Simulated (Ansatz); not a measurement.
The starting structures come from a database of crystals and need not be the phases stable at ambient conditions.

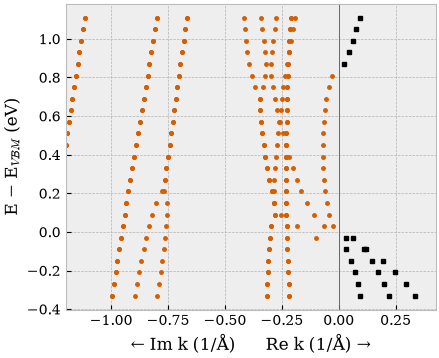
Fig. 1. Complex bands at the centre of the two-dimensional zone; PBEsol (Ansatz, a quantum-chemistry and plane-wave program)

The gap is the functional's own, uncorrected, and κ follows it; spin-orbit coupling is left out. Mid-gap values are interpolated between the computed energies.

This is Zn(InTe2)2 (I-4, not sure to be the ambient phase, 7 atoms a cell, 34.4 Å³ an atom) along the normal of (101). Read off the slowest decay at the centre of the two-dimensional zone at 0.45 eV, the computed energy nearest the middle of the gap.

κ ≈ 0.07 1/Å, a decay length 1/(2κ) of the density of 7.3 Å.
